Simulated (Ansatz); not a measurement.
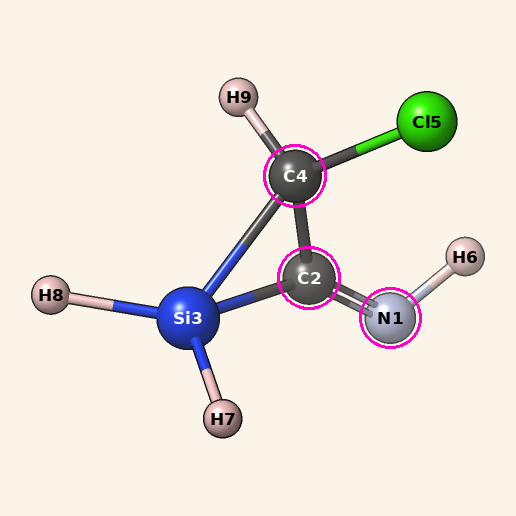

Depth is shown by fading: the farther an atom, the more it takes the colour of the background. Circles mark the stereogenic atoms. The computed structure is the end point of a PBE0-D4/def2-TZVP optimisation. No frequency run is at hand to confirm it as a minimum.

**Give the R/S and E/Z labels.**

C4: S (priorities Cl5 > Si3 > C2 > H9); N1=C2: E.
